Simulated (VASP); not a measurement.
Band structure of CoSi$_{2}$ (fluorite). These are PW91 GGA, VASP's PBE PAW potentials (set 64) (plane waves; VASP) values and carry that method's errors.

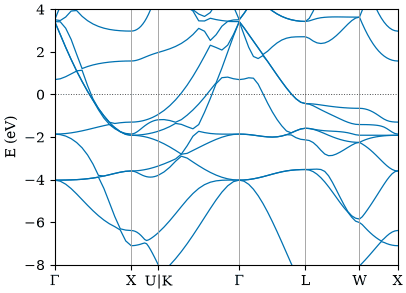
Figure. Bands along high-symmetry lines, zero at the valence-band maximum or, without a gap, the Fermi level

Read the plot: is there a gap, and where are the band edges?

It has no gap at this level: it comes out as a metal or semimetal. (Edges off the drawn lines would not show.)

The compound is CoSi2 in the fluorite structure. It was relaxed first. The run is not spin-polarised, so no magnetic state was tried. The electron count is odd and the run is not spin-polarised, which forces a metal.
